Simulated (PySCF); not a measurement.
```csv
atom,x (Å),y (Å),z (Å)
C,-2.4511,1.6992,0.5473
C,-1.3653,0.6755,0.5346
C,-0.1852,0.7922,1.1739
P,0.8093,-0.7040,1.0256
C,2.1115,-0.1168,-0.1419
C,3.4440,0.2805,0.4222
C,3.3146,-0.9878,-0.3559
C,-0.3999,-1.3497,-0.1452
C,-1.4899,-0.5620,-0.2264
C,-2.7101,-0.8679,-1.0294
H,-2.6472,2.0588,-0.4626
H,-2.1718,2.5449,1.1707
H,-3.3751,1.2698,0.9337
H,0.0969,1.6227,1.7998
H,1.7299,0.4425,-0.9895
H,3.9580,1.1177,-0.0270
H,3.5880,0.2038,1.4901
H,3.3707,-1.9198,0.1877
H,3.7373,-1.0366,-1.3487
H,-0.2983,-2.3104,-0.6224
H,-2.6130,-1.8345,-1.5175
H,-3.5919,-0.8859,-0.3896
H,-2.8663,-0.1050,-1.7919
```

Geometry: GFN2-xTB.

The calculation used PBE0/pcSseg-1, SCF density, gas phase, non-relativistic in PySCF 2.14.0.

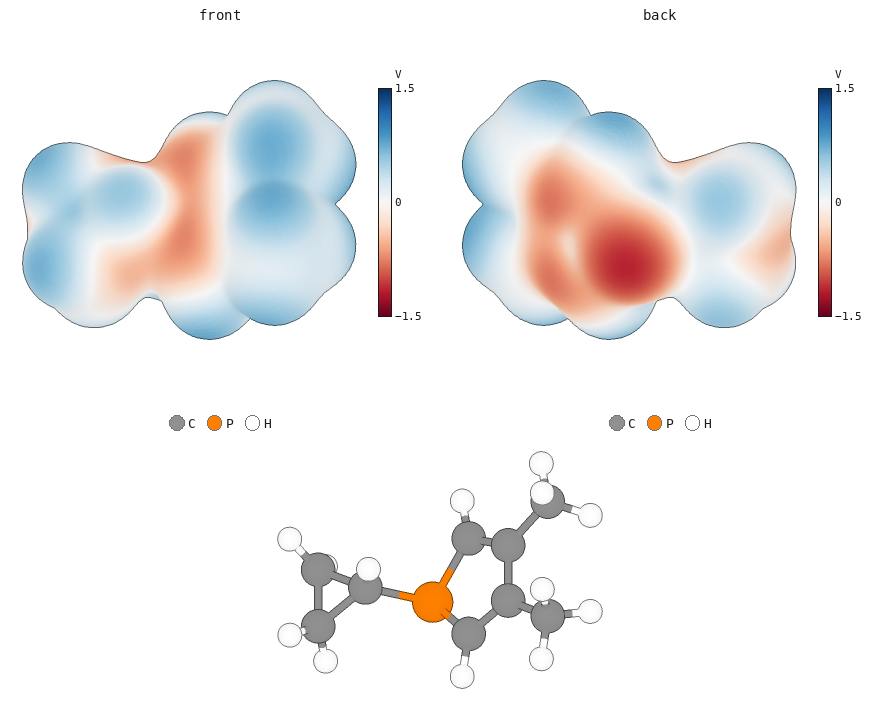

C$_{9}$H$_{13}$P. The molecular electrostatic potential painted on the density surface at 0.002 e/bohr³, seen from the front and from behind; the colour scale runs from red (negative) to blue (positive). The bare structure is drawn below in the same view.

> Where is the surface potential most negative and most positive?

The most negative region (about −1.1 V) lies over P4, the most positive (about +0.7 V) over the H atoms.

> How polar is the molecule by this calculation?

Its dipole moment is 1.57 D.
